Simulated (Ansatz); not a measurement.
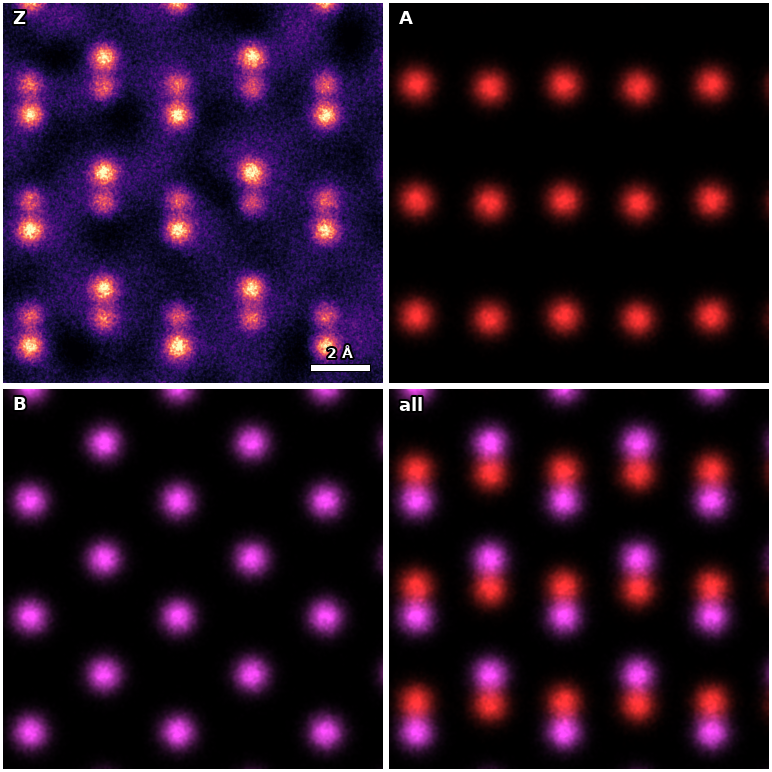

EuBi (P4/nmm, No. 129) along [101]. Panel Z: Simulation: incoherent imaging, intensity Z^1.8 per atom, probe width 0.71 Å, thin sample. The probe carries 15 % of its weight in a tail 2.5 times as wide. Shot noise and the speckle of an amorphous layer were added. The other panels are simulated element maps (the number of atoms of one element along the beam, blurred by 0.9 Å, with counting noise; each on its own scale, no channelling); the last overlays them. Structure used: the input geometry of an electronic-structure calculation (not necessarily at equilibrium); the starting structure was generated, so it need not be a known form of this composition.

```cif
data_structure
_symmetry_space_group_name_H-M 'P4/nmm:1'
_symmetry_Int_Tables_number 129
_cell_length_a 5.1612
_cell_length_b 5.1612
_cell_length_c 6.5035
_cell_angle_alpha 90.000
_cell_angle_beta 90.000
_cell_angle_gamma 90.000
_cell_volume 173.24
loop_
_atom_site_label
_atom_site_type_symbol
_atom_site_symmetry_multiplicity
_atom_site_Wyckoff_symbol
_atom_site_fract_x
_atom_site_fract_y
_atom_site_fract_z
_atom_site_occupancy
Eu1 Eu 2 c 0.50000 0.00000 0.23680 1
Bi1 Bi 2 a 0.00000 0.00000 0.00000 1
```

Which element does each lettered map show?

Answer. A: Eu, B: Bi. The projected cell (4.04 × 5.16 Å, 90°) holds 4 columns: 2 of Eu and 2 of Bi. No column is shared by two of the mapped elements.
